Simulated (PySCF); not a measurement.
**C4H14OSi3 (SMILES [SiH3][SiH2]O[SiH2]C1CCC1): density, localisation and related maps**

```xyz
22

Si    3.0874    0.9273   -1.0731
Si    2.1591   -1.2263   -1.2407
O     1.4204   -1.6628    0.1829
Si    0.3279   -1.0701    1.2928
C    -1.2802   -0.6169    0.4512
C    -2.3655    0.1307    1.2704
C    -2.6316    1.0232    0.0441
C    -1.2762    0.5812   -0.5367
H     4.0834    0.9881    0.0412
H     2.0198    1.9422   -0.8081
H     3.7749    1.2863   -2.3535
H     1.1719   -1.2498   -2.3678
H     3.2287   -2.2239   -1.5396
H     0.1392   -2.1139    2.3420
H     0.8937    0.1686    1.9215
H    -1.7112   -1.5092   -0.0340
H    -3.2007   -0.4666    1.6653
H    -1.9329    0.7055    2.1066
H    -2.7914    2.0987    0.2157
H    -3.4704    0.6401   -0.5573
H    -0.4774    1.3064   -0.3068
H    -1.2255    0.3491   -1.6112
```

Geometry: PBE0-D3(BJ)/def2-SVP.

Computed with PySCF, PBE0/pcSseg-1, SCF density, gas phase, non-relativistic.

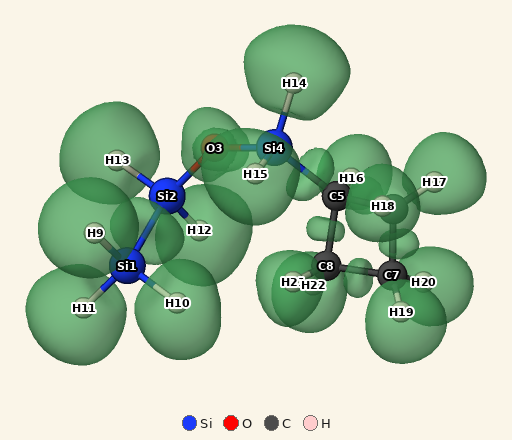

Figure 1. Isosurface of the electron localisation function at 0.8 (green), seen across its widest extent. Only the valence region is drawn (cores and ρ < 0.01 e/Å³ removed).

### Where are the electrons localised?

The ELF exceeds this value in four regions between bonded C–C atoms (shared pairs), one region between bonded C–Si atoms (shared pairs), one region between bonded Si–Si atoms (shared pairs), 14 regions around hydrogen nuclei and one region wrapped around O (its lone pairs, merged into a ring or cap). Along the contacts the grid gives the following. C–C (1.54 Å): the ELF peaks at about 0.95 between the atoms, as expected for localised, covalent bonding. Si–O (1.66 Å): the ELF peaks at about 0.85 between the atoms (a polar covalent bond).

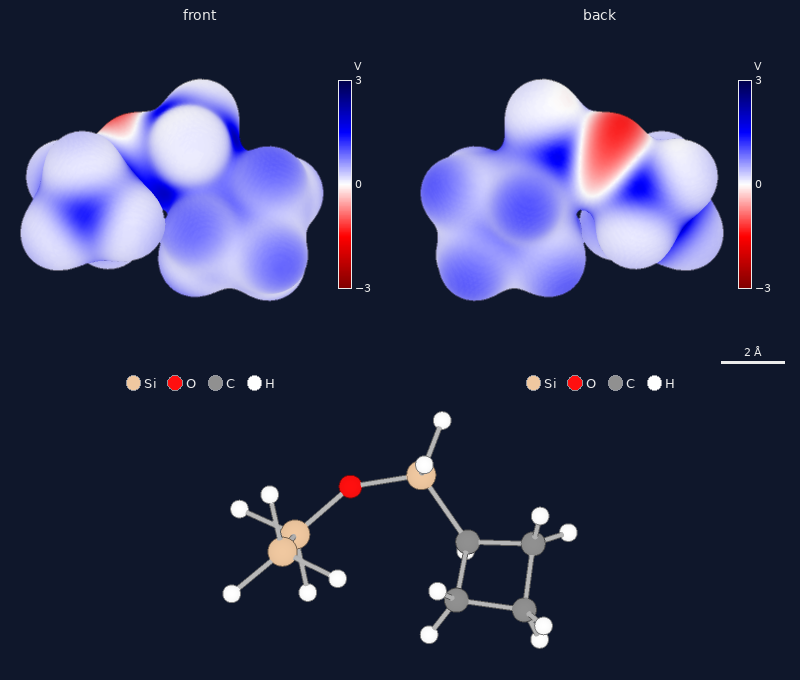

Figure 2. The molecular electrostatic potential painted on the density surface at 0.004 e/bohr³, seen from the front and from behind; red is negative and blue positive. The bare structure is drawn below in the same view.

### Describe the electrostatic potential map.

The most negative region (about −1.2 V, or −28 kcal/mol for a unit charge) lies over O3, the most positive (about +1.9 V, or +44 kcal/mol for a unit charge) over Si2 and Si4. O3 is the likeliest acceptor of a hydrogen bond.

### How polar is the molecule by this calculation?

Its dipole moment is 1.32 D.

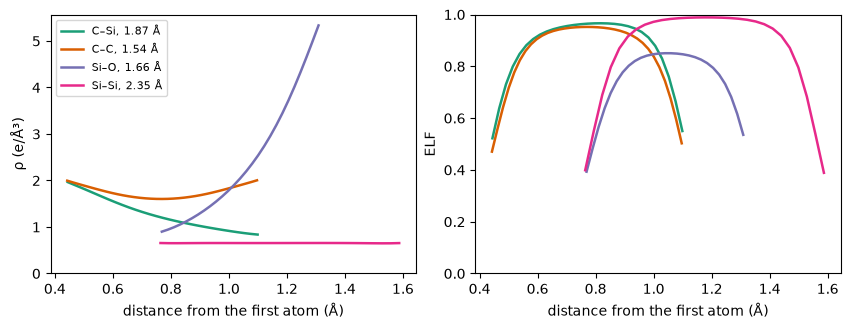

Figure 3. Total electron density and ELF along straight lines between neighbouring atoms. The curves leave out the atomic cores.

### What kind of bonding do the profiles show?

C–Si (1.87 Å): the density is about 0.98 e/Å³ at the midpoint; the ELF peaks at about 0.95 between the atoms, as expected for a shared electron pair.
C–C (1.54 Å): ρ at the midpoint is about 1.6 e/Å³; the ELF peaks at about 0.95 between the atoms, as expected for localised, covalent bonding.
Si–O (1.66 Å): ρ at the midpoint is about 1.1 e/Å³; the ELF peaks at about 0.85 between the atoms (a polar covalent bond).
Si–Si (2.35 Å): ρ is about 0.65 e/Å³ halfway; the ELF peaks at about 1 between the atoms (localised, covalent bonding).
